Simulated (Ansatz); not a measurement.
## Response to strain in PbS

The reference is PbS in the rock salt structure (space group Fm-3m, No. 225; a = 5.9747 Å).

Strains are applied to the cell and any free atomic positions relax.

Method: Ansatz (a first-principles code), r2SCAN, PAW, cutoff 500 eV, scalar-relativistic without spin-orbit coupling.

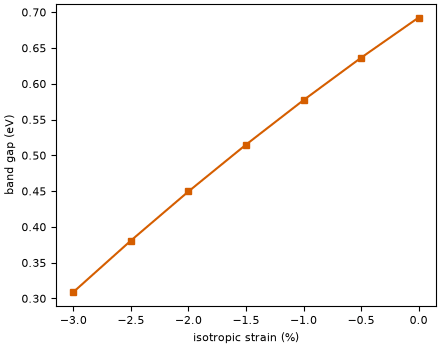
*Band gap against isotropic strain*

Problem. From the plot, what is the band gap for isotropic strain −2.50 %?

Solution. About 0.38 eV.

Problem. Is the trend monotonic over the range shown?

Solution. Yes, it rises throughout, spanning 0.31 eV to 0.69 eV.

Spin-orbit coupling, missing from the scalar runs, can matter with Pb. Whether these cells are dynamically stable was not tested.
